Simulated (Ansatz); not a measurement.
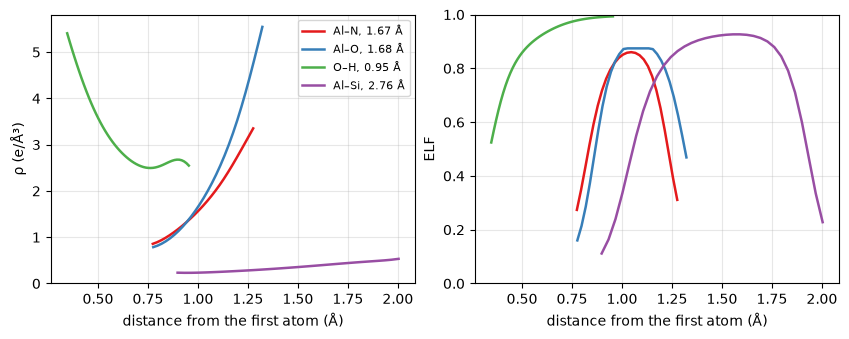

Figure. AlH6NOSi. Electron density and ELF along straight lines between neighbouring atoms. The curves leave out the atomic cores.

A transition-state structure; geometry: PBE0-D4/def2-TZVP.

All numbers below come from RKS PBE0-D4/def2-TZVPP in Ansatz 0.2.0.

Input file:

```
crystal:
  periodic: [false, false, false]
  atoms:
    - {symbol: Al, position_ang: [-1.060634, 0.653988, 0.296103]}
    - {symbol: Si, position_ang: [1.282134, -0.705849, -0.251514]}
    - {symbol: N, position_ang: [-1.511936, 0.675748, -1.315672]}
    - {symbol: H, position_ang: [-0.028907, -0.034702, -1.008072]}
    - {symbol: O, position_ang: [-0.950678, 0.906859, 1.952354]}
    - {symbol: H, position_ang: [1.002437, -1.695691, 0.825924]}
    - {symbol: H, position_ang: [1.809901, -1.423255, -1.437883]}
    - {symbol: H, position_ang: [2.283013, 0.274105, 0.241367]}
    - {symbol: H, position_ang: [-2.235274, 1.003345, -1.937347]}
    - {symbol: H, position_ang: [-0.589957, 0.345551, 2.634741]}
basis:
  gaussian: {orbitals: def2-TZVPP}
hamiltonian: {xc: pbe0, dispersion: d4}
output: {orbitals: {seedname: orbitals}}
```

Launched as:

```sh
ansatz run in.yaml --threads 4 --pin off --events-out ev --progress --plain --max-ram 9574MiB
```

Question: What can be read from the curves?

Answer: Al–N (1.67 Å): ρ at the midpoint is about 0.98 e/Å³; the ELF peaks at about 0.85 in the valence shell of N, 0.6 Å from its nucleus, and is about 0.50 at the midpoint.
Al–O (1.68 Å): ρ is about 0.91 e/Å³ halfway; the ELF peaks at about 0.85 in the valence shell of O, 0.7 Å from its nucleus, and is about 0.35 at the midpoint.
O–H (0.95 Å): ρ at the midpoint is about 3.8 e/Å³; the ELF climbs to about 1 towards the hydrogen, as it does in any bond to H (an ordinary covalent bond to hydrogen).
Al–Si (2.76 Å): ρ is about 0.32 e/Å³ halfway, with its minimum of 0.23 e/Å³ about 0.9 Å from Al; the ELF peaks at about 0.95 between the atoms.
